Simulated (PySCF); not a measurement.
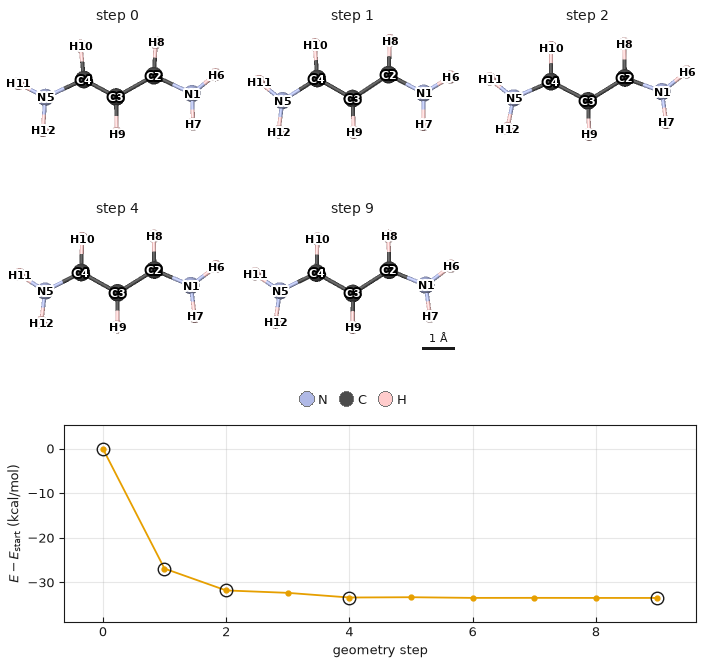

Frames of a relaxation of C3H7N2 (charge +1), marked on the history of the run. Style: ball-and-stick. Shown at a tilt.

The start comes from GFN2-xTB. Its atoms were then displaced at random by about 0.03 Å.

Level of theory: PySCF 2.14.0, density-fitted response routines, PBE0-D3(BJ)/def2-SVP geometry optimisation, gas phase. 

### What happens along the run?

The energy falls by 33.5 kcal/mol in 9 geometry steps. The atom that moves furthest after the best rigid fit is C3 (0.13 Å). Largest moves by element: C 0.13 Å, H 0.09 Å, N 0.08 Å. Some distances before and after: C3–C4 1.222 → 1.389 Å, C3–H9 1.181 → 1.094 Å, N1–C2 1.386 → 1.315 Å, C4–N5 1.376 → 1.315 Å. Bond angles that change, for instance: N5–C4–H10 106.3° → 115.2°, C4–N5–H11 129.1° → 121.2°, C3–C4–H10 125.8° → 119.1°. Cost: 28 s on 1 thread of Arm Neoverse V2 (shared host). From step 0 to 1: H11 moves most (0.19 Å), energy −26.9 kcal/mol. From step 1 to 2: H7 moves most (0.26 Å), energy −4.89 kcal/mol. From step 2 to 4: H12 moves most (0.13 Å), energy −1.59 kcal/mol. From step 4 to 9: H atoms move most (0.03 Å), energy −0.10 kcal/mol.

```csv
step,"E − E(0), kcal/mol"
0,0.00
1,-26.88
2,-31.78
3,-32.32
4,-33.37
5,-33.30
6,-33.45
7,-33.44
8,-33.46
9,-33.46
```
